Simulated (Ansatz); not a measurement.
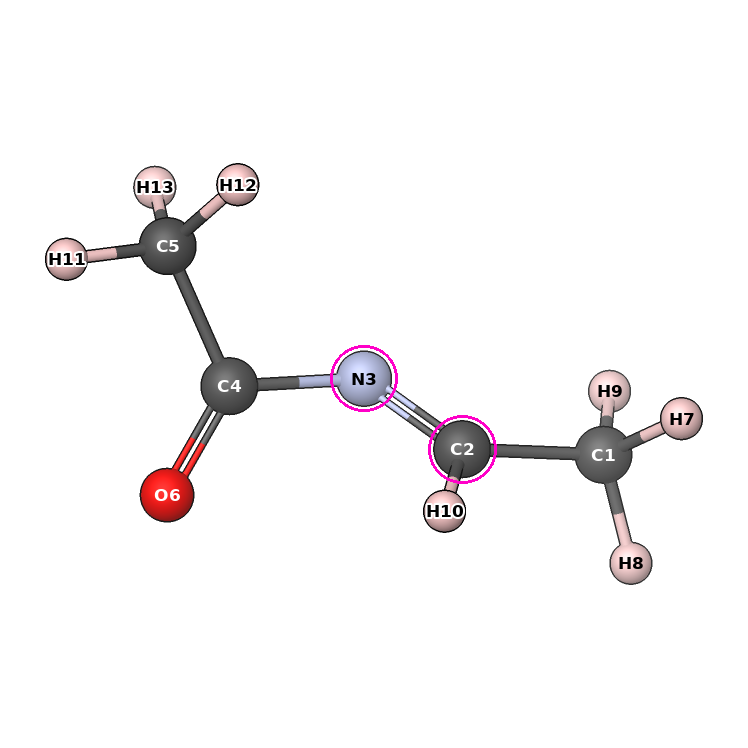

Depth is shown by fading: the farther an atom, the more it takes the colour of the background. Circles mark the stereogenic atoms. The geometry was computed by an optimisation with PBE-D4/def2-SVP. No frequency run is at hand to confirm it as a minimum.

> Give the R/S and E/Z labels.

C2=N3: E.

> Give a SMILES with the stereochemistry.

C/C=N/C(C)=O
